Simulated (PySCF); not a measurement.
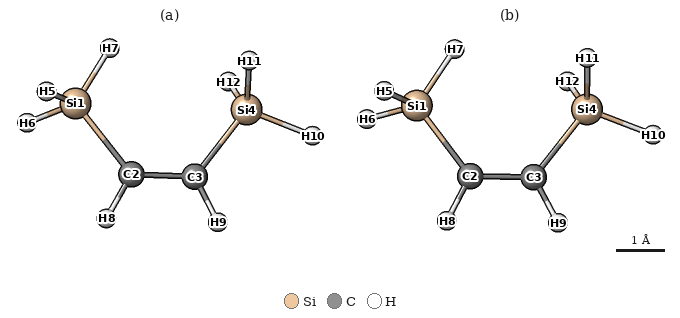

The structure of C₂H₈Si₂ before (left) and after (right) a relaxation, at one scale.

Style: ball-and-stick. Shown at a tilt.

The start comes from GFN2-xTB. Its atoms were then displaced at random by about 0.01 Å.

Method: PBE0-D3(BJ)/def2-SVP geometry optimisation, gas phase in PySCF. 

Question: What changed between the two?

Answer: The energy falls by 2.92 kcal/mol in 5 geometry steps. The atom that moves furthest after the best rigid fit is H7 (0.12 Å). Largest moves by element: H 0.12 Å, Si 0.05 Å, C 0.05 Å. Near-neighbour distances that change, for instance: Si1–H5 1.439 → 1.495 Å, Si1–H7 1.449 → 1.494 Å, C3–Si4 1.846 → 1.886 Å, Si1–C2 1.911 → 1.874 Å. Bond angles that change, for instance: C2–Si1–H6 106.3° → 110.3°, Si1–C2–H8 112.9° → 116.0°, C2–Si1–H5 107.9° → 110.1°.
